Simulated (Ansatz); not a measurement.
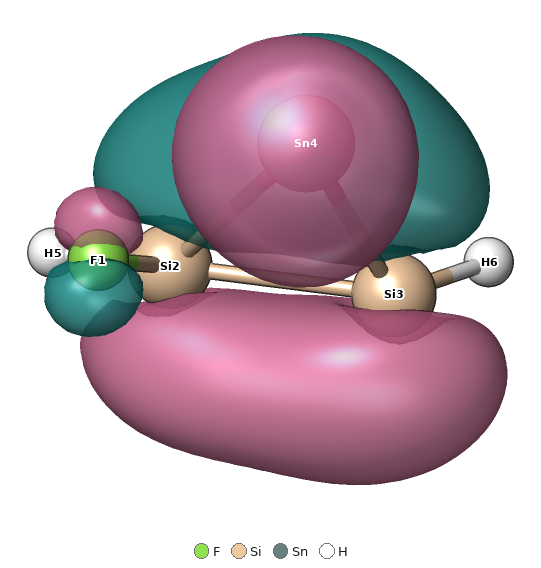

Figure. FH2Si2Sn (charge +1). One frontier orbital at ±0.1 Å⁻³ᐟ² (teal and pink are the two phases), seen from one side.

Geometry: r2SCAN-D4/def2-SVP; core potentials replace the inner electrons of Sn.

Theory: isolated molecule in a Gaussian basis; Kohn-Sham density functional theory, functional PBE0 (Ansatz).

Input file:

```
crystal:
  periodic: [false, false, false]
  atoms:
    - {symbol: F, position_ang: [1.393376, 0.087332, 0.253292]}
    - {symbol: Si, position_ang: [0.035984, -0.204733, -0.709459]}
    - {symbol: Si, position_ang: [-1.084005, -1.626506, 0.542773]}
    - {symbol: Sn, position_ang: [1.383476, -2.204912, 1.126519]}
    - {symbol: H, position_ang: [0.189400, 0.627053, -1.928988]}
    - {symbol: H, position_ang: [-2.137016, -2.368313, -0.212425]}
basis:
  gaussian: {orbitals: def2-TZVPD}
total_charge: 1
hamiltonian: {xc: {name: PBE0}}
output: {forces: true, orbitals: {seedname: orbitals}}
```

Command:

```sh
ansatz run input.yaml --threads 1 --pin off --max-ram 2610MiB --events-out events.jsonl --progress --plain --runs-dir runs
```

> Which orbital is it: HOMO or LUMO?

The HOMO, at −11.26 eV. It lies mainly on Si3 (about 40 %), Sn4 (about 30 %) and Si2 (about 30 %).
